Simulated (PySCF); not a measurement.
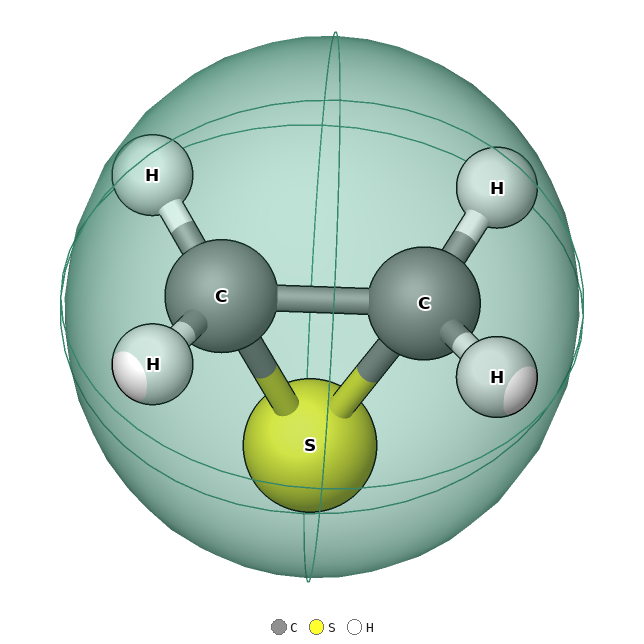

The ellipsoid shows the static dipole polarisability: its half-axes are proportional to the principal values. Computed geometry: GFN2-xTB optimisation. No frequency run is at hand to confirm it as a minimum. Computed with ωB97X-D/def2-SVPD (PySCF 2.14.0).

Give the principal values, the mean and the anisotropy.

Answer. Principal values 37.6, 41.1, 50.0 bohr³; mean 42.9 bohr³ (6.36 Å³); anisotropy 11.1 bohr³, so the longest axis is 1.33 times the shortest.
